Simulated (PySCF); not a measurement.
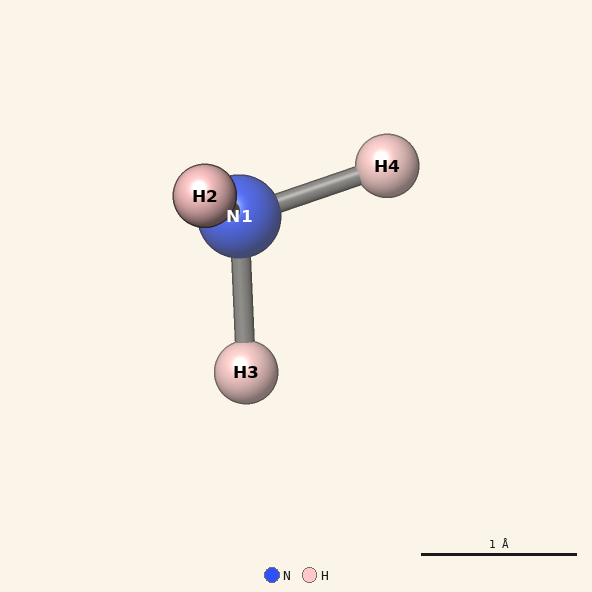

Orthographic view. Atoms fade into the background with distance from the viewer. The computed structure is the end point of a PBE0-D3(BJ)/def2-SVP optimisation. No frequency run is at hand to confirm it as a minimum.

Write a Z-matrix (Å, degrees) in the order of the atom numbers, with these reference atoms: 2 to 1; 3 to 1, 2; 4 to 1, 3, 2.

```
N  
H    1   1.020
H    1   1.020   2   105.3
H    1   1.020   3   105.3   2   111.1
```
